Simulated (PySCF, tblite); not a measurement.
# C₄H₆BF₂ radical: geometry, infrared bands and EPR parameters

Wanted: the infrared bands and EPR parameters of C₄H₆BF₂ radical (`C/C([B]F)=C/CF`), by calculation.

Computed with tblite 0.8.0 and PySCF 2.14.0, with density-fitted response routines of our own, on a single molecule in the gas phase. Atoms count from 0, in the outputs and in this text.

### 1 The molecule as given

13 atoms, charge 0, multiplicity 2; geometry from: force field or distance geometry start.

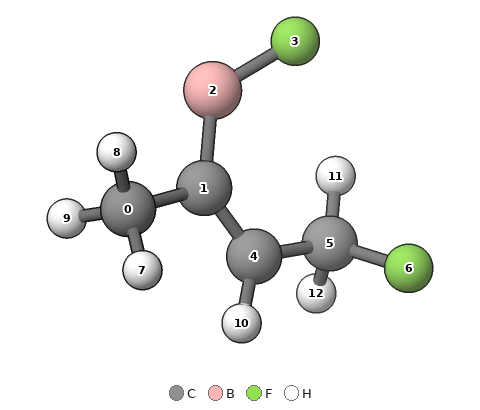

The starting geometry (carbon grey, boron pink, fluorine green, hydrogen white), atoms numbered.

### 2 Optimising the geometry with GFN2-xTB

Job settings and geometry (Å):

```
{"job": {"kind": "relax", "xc": "GFN2-xTB", "basis": "xTB"}, "charge": 0, "multiplicity": 2}
C      1.960600    -0.201500     0.023300
C      0.516000     0.273800    -0.048200
B      0.265800     1.762300     0.170900
F     -0.724800     2.590100    -0.488100
C     -0.389800    -0.649900    -0.258000
C     -1.817600    -0.296900    -0.347900
F     -2.271000    -0.648800    -1.605400
H      2.109100    -1.143400    -0.530200
H      2.652400     0.557200    -0.386000
H      2.170400    -0.337400     1.113100
H     -0.090700    -1.683200    -0.398000
H     -2.056900     0.741700    -0.126400
H     -2.327900    -0.963600     0.418100
```

Started as:

```sh
OMP_NUM_THREADS=1 python probes_run.py task.json out
```

One launch serves the whole session: the jobs run in the order shown.

**Question.** This job is followed by: GFN2-xTB harmonic vibrations, gas phase; UKS B3LYP, pcH-1 on B C F H, non-relativistic, mean-field spin-orbit, GIAO. Predict these results of the whole session: strongest single infrared mode (GFN2-xTB); zero-point energy (GFN2-xTB); g(iso) (B3LYP); ⟨S²⟩; largest a(iso) (averaged by class); surface potential, least and greatest.

**Answer**, as computed:

```
                                 quantity                  value
strongest single infrared mode (GFN2-xTB)  1463 cm⁻¹, 180 km/mol
             zero-point energy (GFN2-xTB)          57.9 kcal/mol
                           g(iso) (B3LYP)                2.00154
                                     ⟨S²⟩     0.770 (exact 0.75)
       largest a(iso) (averaged by class)   11B on B2, 267.5 MHz
    surface potential, least and greatest     -1.25 V and 1.45 V
```

**Reading.** Relaxing lowered the energy by 0.671 eV in 102 steps; the close pair that moved most is B2–F3, from 1.449 to 1.299 Å. All 33 modes are real, so the xTB geometry is a minimum. The strongest single mode, at 1463 cm⁻¹, has its largest shares on C4, B2 and C1 (the list is cut at 3 atoms). GFN2-xTB is a fitted tight-binding method: band positions and strengths are rough. Its intensities can rank the bands wrongly. The largest share of the spin, 0.75 e, sits on B2. The isotropic g lies 0.8 ppt below the free-electron value.
